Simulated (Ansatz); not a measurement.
SiNH6Cl: several calculations on one system

**1. Relaxation**

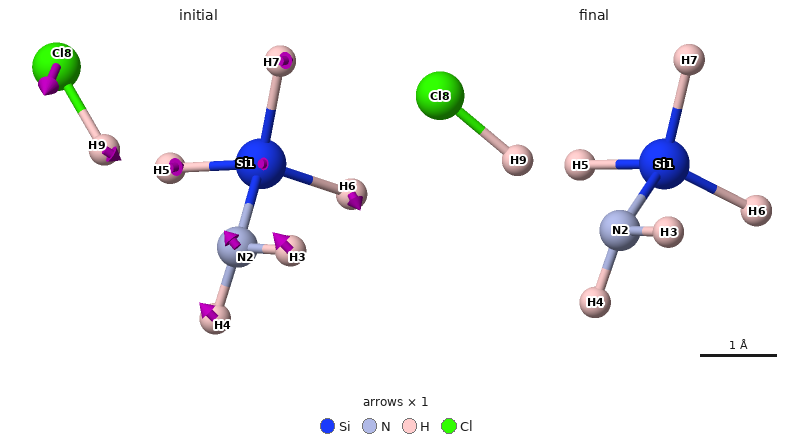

The structure of SiNH$_{6}$Cl before (left) and after (right) a relaxation, at one scale. The purple arrows give the displacements, at their true length.

Style: ball-and-stick. Shown from a free direction.

The run prepares an end point of a later path (reaction) calculation, from a guessed geometry.

Computed with RKS revPBE-D4/def2-SVP (Ansatz 0.2.0).

Input
```yaml
crystal:
  periodic: [false, false, false]
  atoms:
    - { symbol: Si, position_ang: [-0.072699, 0.141545, 0.183077] }
    - { symbol: "N", position_ang: [-0.041867, 0.089572, 1.982277] }
    - { symbol: H, position_ang: [-0.936556, -0.007716, 2.473427] }
    - { symbol: H, position_ang: [0.516427, 0.812961, 2.446254] }
    - { symbol: H, position_ang: [1.351267, 0.202194, -0.275175] }
    - { symbol: H, position_ang: [-0.792645, 1.357053, -0.363155] }
    - { symbol: H, position_ang: [-0.795747, -1.076706, -0.299845] }
    - { symbol: Cl, position_ang: [1.611214, -2.662592, 0.869112] }
    - { symbol: H, position_ang: [1.117807, -1.826211, 1.797326] }
basis:
  gaussian: { orbitals: def2-SVP }
hamiltonian:
  xc: revpbe
  dispersion: d4
relax:
  f_tol: 0.03
  max_steps: 50
```

Launched with:
```bash
ansatz run input.yaml --threads 1 --pin off --max-ram 2048MiB --backend cpu --events-out ev --progress --plain --runs-dir out
```

> What changed between the two?

Cl8 moves most after the best rigid fit: 0.69 Å. By element the largest moves are Cl 0.69 Å, H 0.35 Å, N 0.29 Å, Si 0.15 Å. Near-neighbour distances that change, for instance: Cl8–H9 1.343 → 1.357 Å, Si1–N2 1.800 → 1.788 Å, Si1–H6 1.515 → 1.508 Å. Among the angles between lasting bonds that change: Si1–N2–H3 117.8° → 115.6°. Over 7 geometry steps the energy falls by 5.09 kcal/mol. The largest force component goes from 0.67 to 0.017 eV/Å. Cost: 16 s on 1 thread of Arm Neoverse V2, on a shared host, peak memory 0.12 GiB.

Limits of the set-up: the start holds two separate molecules, 2.2 Å apart at their closest, whose relative position is a soft coordinate.

**2. Relaxation**

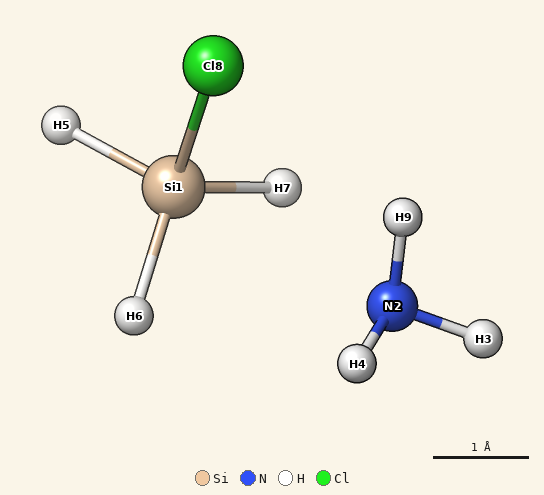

This is the input geometry for a relaxation of SiNH$_{6}$Cl. A ball-and-stick model, seen from a free direction.

The run prepares an end point of a later path (reaction) calculation, from a guessed geometry.

Computed with RKS revPBE-D4/def2-SVP (Ansatz 0.2.0).

Input
```yaml
crystal:
  periodic: [false, false, false]
  atoms:
    - { symbol: Si, position_ang: [0.444207, -0.272719, -0.463757] }
    - { symbol: "N", position_ang: [-0.285256, -0.216523, 2.464061] }
    - { symbol: H, position_ang: [-1.108541, -0.370087, 3.066131] }
    - { symbol: H, position_ang: [0.268311, 0.514333, 2.936519] }
    - { symbol: H, position_ang: [0.893492, -0.300737, -1.902989] }
    - { symbol: H, position_ang: [0.565382, 1.133284, 0.031715] }
    - { symbol: H, position_ang: [-0.94126, -0.832002, -0.388878] }
    - { symbol: Cl, position_ang: [1.823243, -1.547485, 0.526054] }
    - { symbol: H, position_ang: [0.297621, -1.077966, 2.544444] }
basis:
  gaussian: { orbitals: def2-SVP }
hamiltonian:
  xc: revpbe
  dispersion: d4
relax:
  f_tol: 0.03
  max_steps: 50
output:
  orbitals: {}
```

Command:
```bash
ansatz run input.yaml --threads 1 --pin off --max-ram 2048MiB --backend cpu --events-out ev --progress --plain --runs-dir out
```

### Predict the outcome.

The largest move after the best rigid fit is that of H3, 0.63 Å. Largest moves by element: H 0.63 Å, Cl 0.34 Å, N 0.19 Å, Si 0.15 Å. Near-neighbour distances that change, for instance: Si1–N2 3.018 → 2.714 Å, N2–H9 1.043 → 1.029 Å, Si1–Cl8 2.123 → 2.110 Å, Si1–H5 1.508 → 1.514 Å. Among the angles between lasting bonds that change: H6–Si1–Cl8 110.9° → 113.4°, H5–Si1–Cl8 103.9° → 101.6°, H5–Si1–H6 108.0° → 105.8°. Over 12 accepted moves (16 points after the start) the energy falls by 0.047 eV. Largest force component: 0.43 eV/Å at the start, 0.012 eV/Å at the end. The line search rejected the trial steps at points 1, 4, 8, 10 of the run. The forces were under the threshold at step 7, but the run went on from there. The run took 30 s on 1 thread of Arm Neoverse V2, with other jobs on the host, peak memory 0.12 GiB.

Final geometry:

```xyz
9

Si    0.4268   -0.2675   -0.3130
N    -0.1737   -0.2976    2.3335
H    -1.0570    0.1126    2.6674
H     0.5801    0.1707    2.8545
H     0.7770   -0.2608   -1.7858
H     0.3710    1.1723    0.0986
H    -0.8683   -1.0136   -0.2061
Cl    2.0664   -1.3115    0.5076
H    -0.1652   -1.2745    2.6566
```

The end point in the same view:

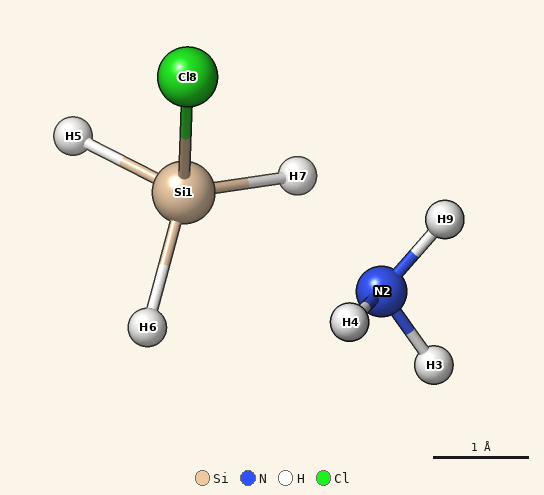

Limits of the set-up: the start holds two separate molecules, 2.6 Å apart at their closest, whose relative position is a soft coordinate.

**3. Path**

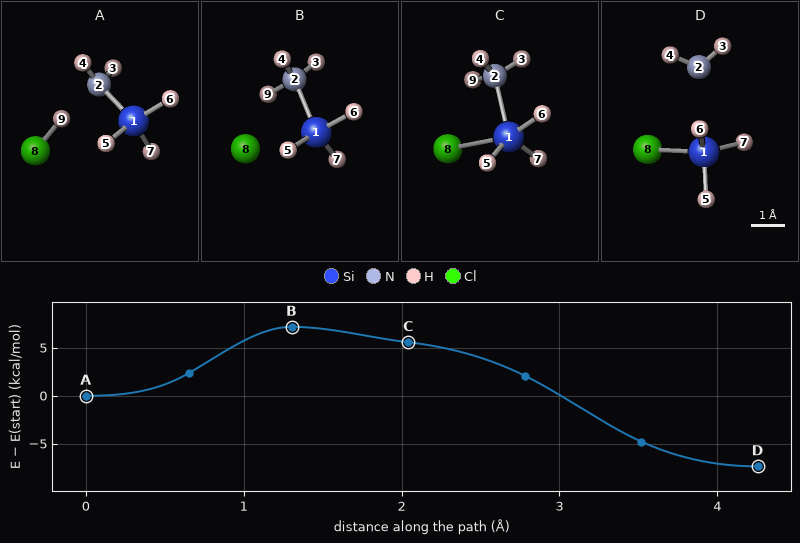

NEB run on SiNH6Cl. Images are numbered from 0 (start) to 6 (end). Frames A to D are images 0, 2, 3, 6. A ball-and-stick model, seen at a tilt.

The calculation used Ansatz, RKS revPBE-D4/def2-SVP. Set-up: 5 movable images; climbing image; force threshold 0.05 eV/Å; iteration limit 60; starting path through a guess of the saddle point.

**Describe the mechanism and the energy profile.**

The highest point, image 2, lies 7.2 kcal/mol above the start and 14.6 kcal/mol above the end; the end is at −7.4 kcal/mol relative to the start. Breaking: Cl8–H9 (1.36 → 1.85 at the top → 3.10 Å), Si1–N2 (1.79 → 1.91 at the top → 2.71 Å). Forming: N2–H9 (1.71 → 1.11 at the top → 1.03 Å), Si1–Cl8 (3.76 → 2.73 at the top → 2.11 Å). The band is converged. At the top, the vibrational analysis gives one imaginary mode (149i cm⁻¹), as a transition state must have.
